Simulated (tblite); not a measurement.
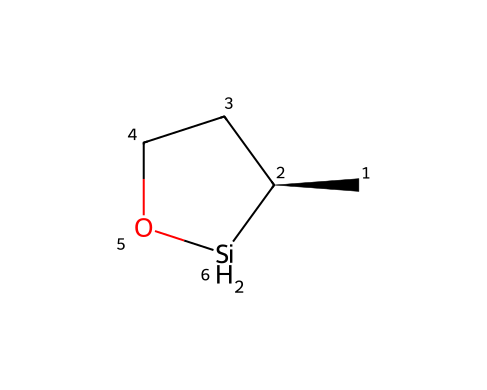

A structural formula, with wedges where it has stereocentres; small numbers name the atoms. The configuration is that of a computed structure (GFN2-xTB).

### What are the Cahn–Ingold–Prelog descriptors?

C2: R.

### Write the isomeric SMILES.

C[C@@H]1CCO[SiH2]1
